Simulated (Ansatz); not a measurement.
CH9NSbSi (SMILES C[SiH2][NH2+][SbH2]) (charge +1)

```xyz
13

C     0.4200   -1.3344   -0.6239
N     1.2075    1.5746   -0.1696
Sb    1.4808    3.4318    1.1334
Si    0.6664   -0.0300    0.6918
H     1.3556   -1.5433   -1.1806
H    -0.3760   -1.0527   -1.3422
H     0.1060   -2.2796   -0.1323
H    -0.5708    0.4020    1.3982
H     1.8035   -0.2724    1.6221
H     2.1001    1.4314   -0.6750
H     0.5277    1.8373   -0.9059
H    -0.1927    3.2909    1.5752
H     1.9214    2.3871    2.4494
```

Geometry: BLYP-D3(BJ)/def2-SVP; core potentials replace the inner electrons of Sb.

Theory: Ansatz 0.2.0, isolated molecule in a Gaussian basis; Kohn-Sham density functional theory, functional PBE0.

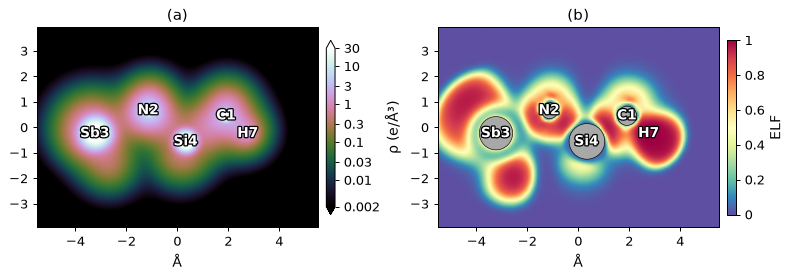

Figure 1. (a) electron density; (b) ELF on the plane of atoms Si4, C1 and H7. Grey discs cover the atomic cores in the ELF map.

### What do the fields say about this system?

- The plane passes through C, N, Sb, Si and H nuclei.
- C–Si (1.87 Å): the density is about 0.98 e/Å³ at the midpoint; the ELF peaks at about 0.95 between the atoms (a shared electron pair).
- Si–N (1.90 Å): the density is about 0.8 e/Å³ at the midpoint; the ELF peaks at about 0.95 between the atoms (a shared but strongly polarised pair).
- Sb–N (2.29 Å): the density is about 0.49 e/Å³ at the midpoint; the ELF peaks at about 0.90 in the valence shell of N, 0.7 Å from its nucleus, and drops to about 0.15 between the two atoms.
- C–H (1.11 Å): ρ at the midpoint is about 1.9 e/Å³; the ELF climbs to about 1 towards the hydrogen, as it does in any bond to H: an ordinary covalent bond to hydrogen.

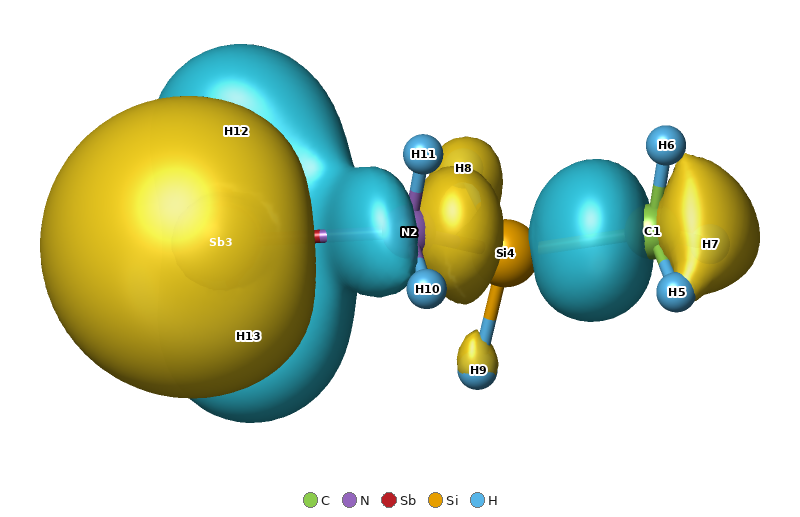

Figure 2. The HOMO at ±0.06 Å⁻³ᐟ² (yellow and cyan are the two phases), seen from one side.

### Describe this orbital and give its energy.

It lies mainly on Sb3 (about 65 %), H13 (about 10 %) and H12 (about 10 %). Its energy is −12.55 eV.

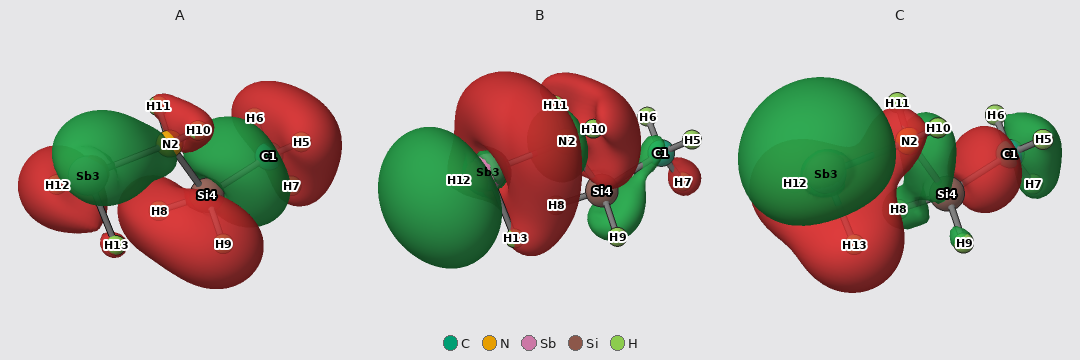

Figure 3. Three frontier orbitals at ±0.06 Å⁻³ᐟ² (green and red are the two phases), in no order.

### Which picture is the HOMO−1, the HOMO and the LUMO?

A is the HOMO−1 (−13.68 eV). Its weight (Hirshfeld) is mainly on C1 (about 35 %), Si4 (about 25 %), Sb3 (about 10 %) and H9 (about 10 %). C is the HOMO (−12.55 eV). It lies mainly on Sb3 (about 65 %), H13 (about 10 %) and H12 (about 10 %). B is the LUMO (−6.64 eV). By Hirshfeld shares it lies mainly on Sb3 (about 65 %) and N2 (about 15 %).

### What is the HOMO–LUMO gap?

5.91 eV between the orbital energies.
